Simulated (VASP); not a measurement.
Band structure of InBi (space group P4/nmm). Computed with PBEsol GGA with spin-orbit coupling, VASP's PBE PAW potentials (set 64) (plane waves; VASP 6.6.1).

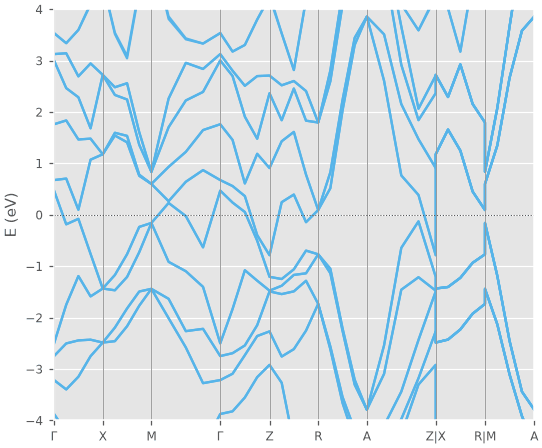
Figure. Bands along high-symmetry lines, zero at the valence-band maximum or, without a gap, the Fermi level

Problem. Read the plot: is there a gap, and where are the band edges?

Solution. It has no gap at this level: it comes out as a metal or semimetal.

The structure comes from a measured InBi entry (P4/nmm) of the Crystallography Open Database, whose conditions weren't checked. It was relaxed first.
